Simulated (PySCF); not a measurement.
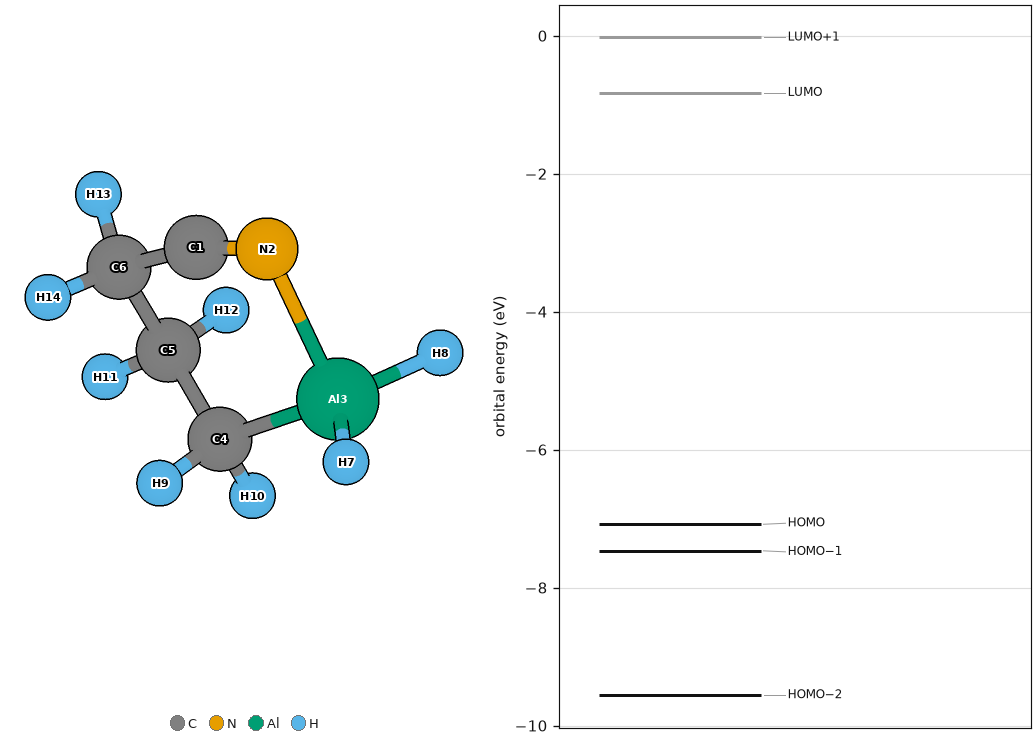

C₄H₈AlN, SMILES C1#[N+][AlH2-][CH2]CC1, singlet. Kohn-Sham orbital energies near the frontier, PBE0/6-31G(d), PySCF, at a PBE0-D3(BJ)/def2-SVP geometry (no frequency check), isolated molecule; empty levels in grey, levels within 0.03 eV side by side.

Q: Where do the frontier orbitals lie?

A: HOMO at −7.08 eV, LUMO at −0.83 eV, 6.25 eV apart.

Q: On which atoms do HOMO and LUMO mostly sit?

A: HOMO: C4 47 %, Al3 25 %, H8 9 %. LUMO: C1 44 %, N2 25 %, Al3 17 % (Löwdin shares).

Q: List the levels with the atoms that carry most of them (a dash for levels above zero or within 0.03 eV of another, where shares mean little).

A:
| orbital | energy (eV) | Löwdin shares |
| --- | --- | --- |
| LUMO+1 | −0.02 | C1 43 %, N2 37 %, H14 8 % |
| LUMO | −0.83 | C1 44 %, N2 25 %, Al3 17 % |
| HOMO | −7.08 | C4 47 %, Al3 25 %, H8 9 % |
| HOMO−1 | −7.47 | Al3 40 %, H7 30 %, H8 26 % |
| HOMO−2 | −9.56 | Al3 23 %, C4 13 %, H8 11 % |

Known limits of this run: one conformer of a flexible molecule; empty levels above zero depend strongly on the basis.
